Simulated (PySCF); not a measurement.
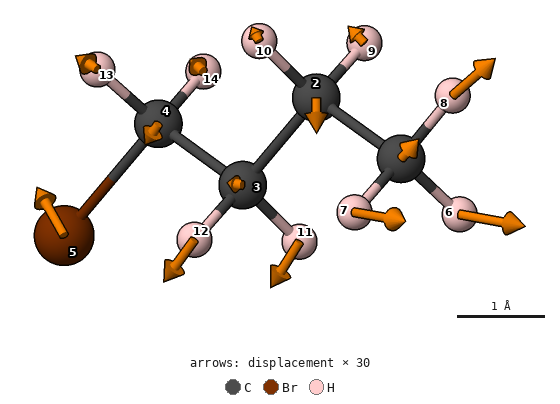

This is a relaxation of C$_{4}$H$_{9}$Br. The starting structure is drawn; orange arrows show the displacements, magnified 30 times. The two geometries are superimposed by the best rigid fit.

A ball-and-stick model, seen from a free direction.

The start comes from GFN2-xTB.

The calculation used PBE0-D3(BJ)/def2-SVP geometry optimisation, gas phase in PySCF. 

What happened in the run?

Over 3 geometry steps the energy falls by 2.82 kJ/mol. The largest move after the best rigid fit is that of an H atom, 0.032 Å. By element the largest moves are H 0.032 Å, Br 0.026 Å, C 0.014 Å. Some distances before and after: C–H 1.088 → 1.102 Å, Br–C 1.956 → 1.946 Å, C–C 1.517 → 1.512 Å. Cost: 20 s on 1 thread of AMD EPYC 9R45 96-Core Processor, on a shared host.
